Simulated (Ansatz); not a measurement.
# Calculations on SiPH₆OF

## 1. Relaxation

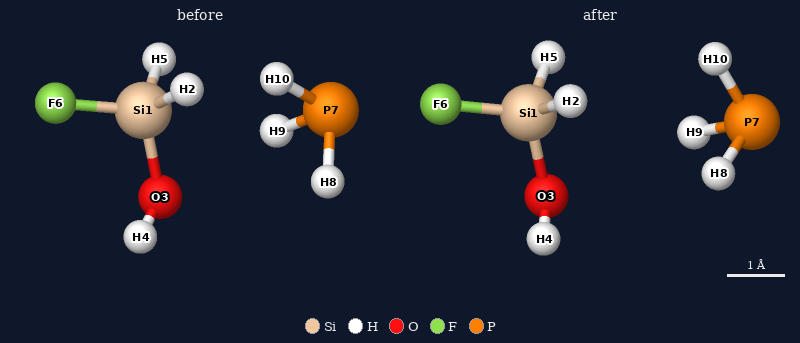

The structure of SiPH6OF before (left) and after (right) a relaxation, at one scale.

The picture is a ball-and-stick view, seen at a tilt.

The run prepares an end point of a later path (reaction) calculation, from a guessed geometry.

The calculation used RKS r2SCAN-D4/6-31G* (Ansatz). (no spin polarisation; force threshold 0.03 eV/Å; at most 50 steps)

What changed between the two?

The energy falls by 0.240 eV in 13 accepted moves (15 points after the start). Largest force component: 0.45 eV/Å at the start, 0.0075 eV/Å at the end. The line search rejected the trial steps at points 4, 6 of the run. The forces were under the threshold at step 7, but the run went on from there. H10 moves most after the best rigid fit: 0.86 Å. By element the largest moves are H 0.86 Å, P 0.44 Å, Si 0.28 Å, F 0.27 Å, O 0.26 Å. Among the contacts that change: Si1–H2 1.469 → 1.487 Å, Si1–F6 1.614 → 1.609 Å. Bond angles that change, for instance: O3–Si1–H5 107.8° → 105.7°, O3–Si1–F6 109.0° → 111.1°. Groups turn about Si1–O3 by about 25°.

## 2. Relaxation

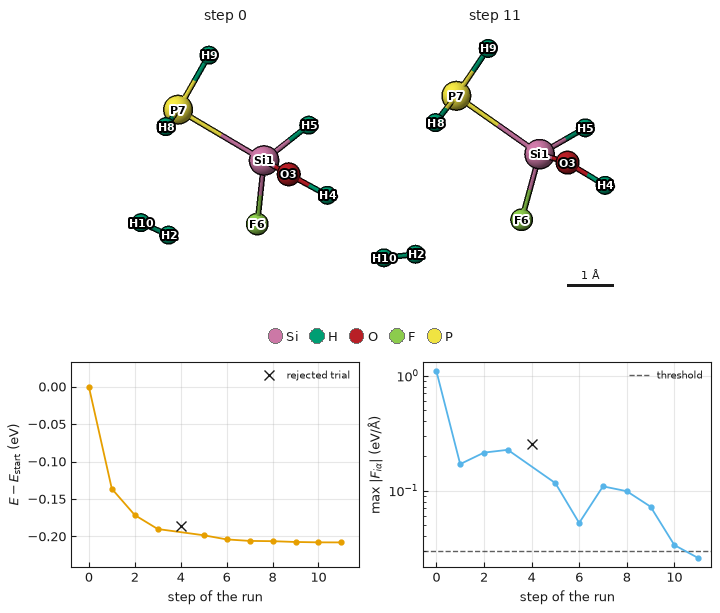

First and last geometry of a relaxation of SiPH6OF, with the history of the run. The picture is a ball-and-stick view, seen face on.

The run prepares an end point of a later path (reaction) calculation, from a guessed geometry.

The calculation used Ansatz 0.2.0, RKS r2SCAN-D4/6-31G*. Settings: no spin polarisation; force threshold 0.03 eV/Å; at most 50 steps.

Read the history and describe the run.

It converged. Over 10 accepted moves (11 points after the start) the energy falls by 0.208 eV. Largest force component: 1.1 eV/Å at the start, 0.026 eV/Å at the end. The line search rejected the trial step at point 4 of the run. H10 moves most after the best rigid fit: 0.97 Å. By element the largest moves are H 0.97 Å, P 0.37 Å, O 0.34 Å, F 0.25 Å, Si 0.20 Å. Among the contacts that change: Si1–P7 2.200 → 2.240 Å, H2–H10 0.707 → 0.743 Å. Among the angles between lasting bonds that change: F6–Si1–P7 112.7° → 109.2°, H5–Si1–F6 104.1° → 106.1°. Groups turn about Si1–P7 by about 20°. Cost: 35 s on 2 threads of Arm Neoverse V2 (shared host), peak memory 0.16 GiB.

| step | E − E(0), eV | largest force component, eV/Å | note |
| --- | --- | --- | --- |
| 0 | 0.0000 | 1.0968 |  |
| 1 | -0.1363 | 0.1700 |  |
| 2 | -0.1715 | 0.2140 |  |
| 3 | -0.1901 | 0.2263 |  |
| 4 | -0.1858 | 0.2563 | rejected |
| 5 | -0.1984 | 0.1161 |  |
| 6 | -0.2040 | 0.0523 |  |
| 7 | -0.2060 | 0.1088 |  |
| 8 | -0.2064 | 0.0988 |  |
| 9 | -0.2074 | 0.0724 |  |
| 10 | -0.2079 | 0.0335 |  |
| 11 | -0.2080 | 0.0259 |  |

## 3. Path

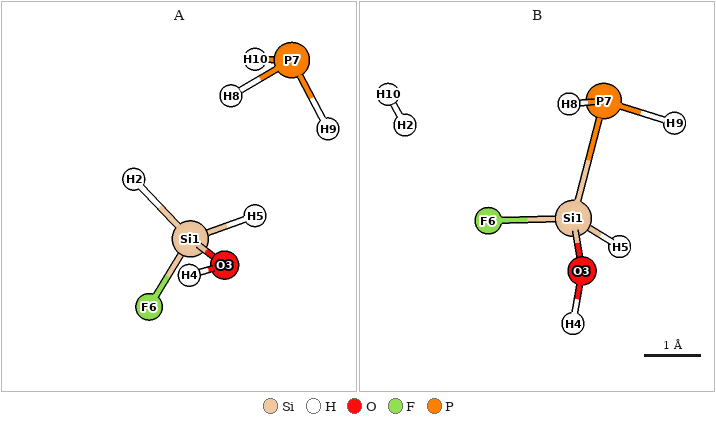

The two relaxed end points of a path for SiPH₆OF, made up at the start of SiH$_{3}$OF and PH$_{3}$. Style: ball-and-stick. Shown from a free direction.

Method: Ansatz, RKS r2SCAN-D4/6-31G*.

Set-up: 9 movable images; climbing image; force threshold 0.03 eV/Å; iteration limit 60.

Start:
```xyz
10

Si   -0.1187   -0.3970   -0.1317
H     0.0103   -0.6347    1.3306
O     1.3530   -0.3328   -0.8707
H     1.9792   -1.0379   -0.6577
H    -0.7840    0.8822   -0.4541
F    -1.0058   -1.6085   -0.7101
P     1.9345    2.7207    1.4625
H     2.4273    1.3882    1.5626
H     1.6424    2.5794    0.0772
H     0.6188    2.3376    1.8542
```

End:
```xyz
10

Si    0.4528    0.4567   -0.5562
H    -0.1755   -0.0265    2.8618
O     1.7827   -0.4853   -0.8288
H     1.6345   -1.3122   -1.3112
H    -0.2798    0.7516   -1.8181
F    -0.5883   -0.3350    0.3920
P     1.0840    2.3495    0.4623
H     2.0447    1.6918    1.2834
H     2.0332    2.6444   -0.5598
H     0.0688    0.1621    3.5373
```

**What barrier does the band find between them, and by what path?**

Forward barrier 59.7 kcal/mol, backward barrier 60.7 kcal/mol, with image 4 at the top; the reaction energy is −1.1 kcal/mol. Breaking: P7–H10 (1.43 → 1.87 at the top → 3.91 Å), Si1–H2 (1.49 → 1.70 at the top → 3.51 Å). Forming: H2–H10 (3.08 → 0.98 at the top → 0.74 Å), Si1–P7 (4.06 → 2.59 at the top → 2.24 Å). The band converged in 16 iterations, with a climbing image at the top. At the top, the vibrational analysis gives one imaginary mode (1176i cm⁻¹), as a transition state must have.

Energies of the converged images:

```
image  path (Å)  E (kcal/mol)
    0      0.00           0.0
    1      0.70           0.5
    2      1.40           3.9
    3      2.10          21.8
    4      2.80          59.7
    5      3.48          35.3
    6      4.15          15.3
    7      4.83           4.1
    8      5.50           0.0
    9      6.17          -1.0
   10      6.85          -1.1
```

The geometry at the top of the path:

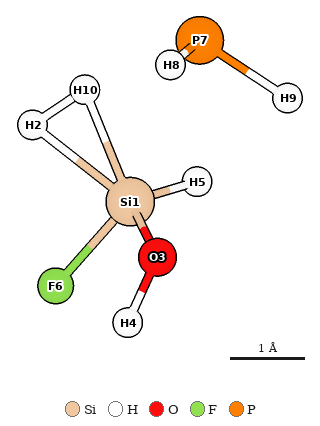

Limits of the set-up: the start holds two separate molecules, 3.0 Å apart at their closest, whose relative position is a soft coordinate.

The run took 6.5 min on 2 threads of Arm Neoverse V2, with other jobs on the host, peak memory 0.14 GiB.
